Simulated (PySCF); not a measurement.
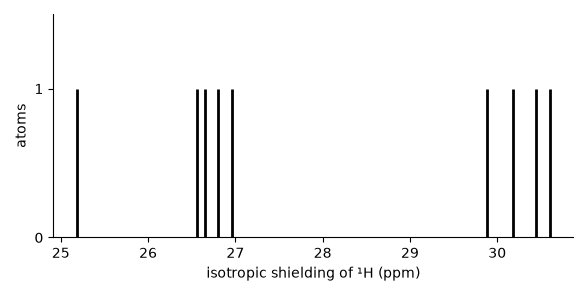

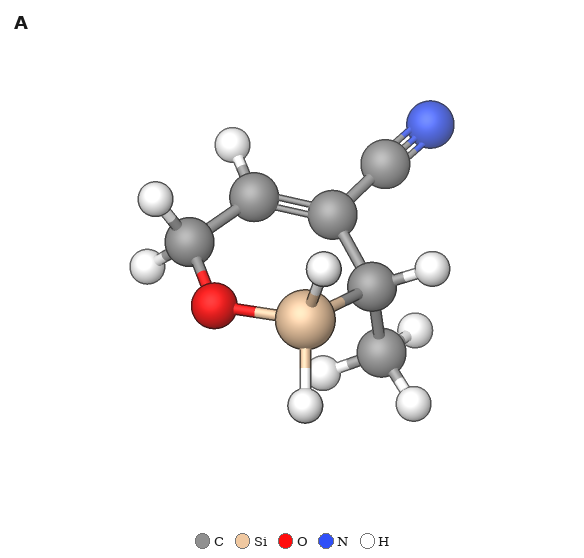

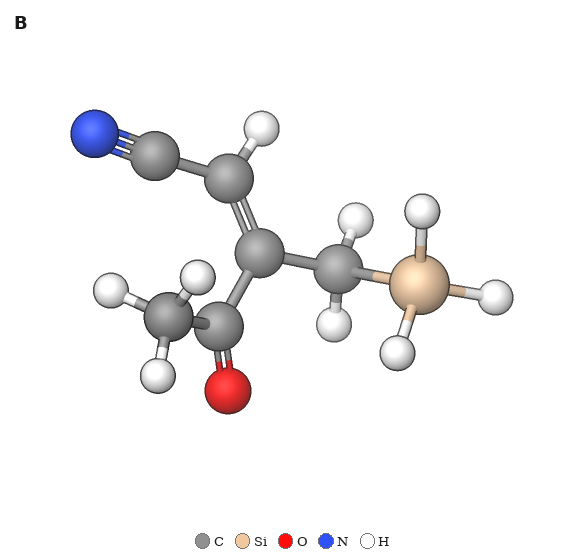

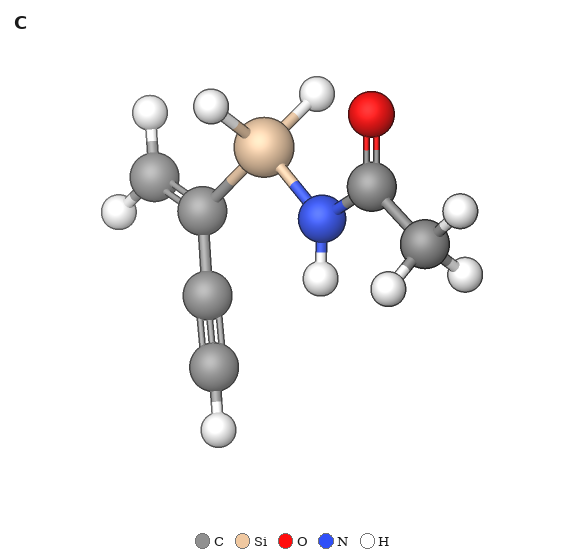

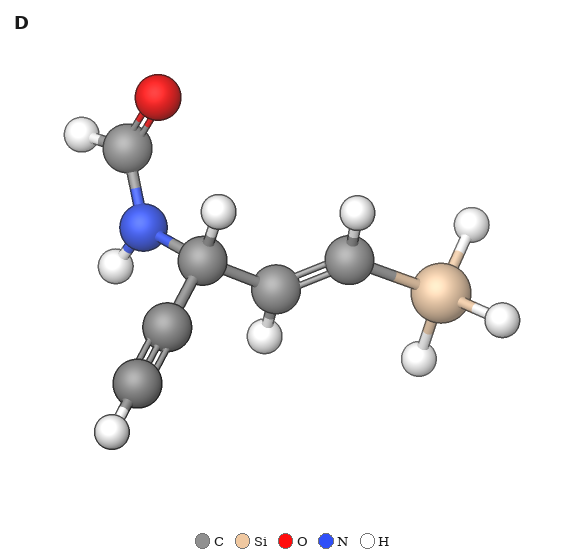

The sticks are computed shieldings of one of the molecules, for one fixed geometry (GFN2-xTB) without averaging over rotations. Low shielding means a high chemical shift. Method: GIAO PBE0/pcSseg-1 NMR shielding, non-relativistic, gas phase (PySCF 2.14.0).

> Match the spectrum to a structure.

A, `C[C@@H]1[SiH2]OCC=C1C#N`. Its 9 H atoms give lines at 25.18, 26.56, 26.66, 26.80, 26.96, 29.88, 30.18, 30.45, 30.60 ppm.

The geometry is semi-empirical. Around Si such bond lengths and angles can be off by a tenth of an ångström or more and by several degrees, and values that hang on the shape move with them.
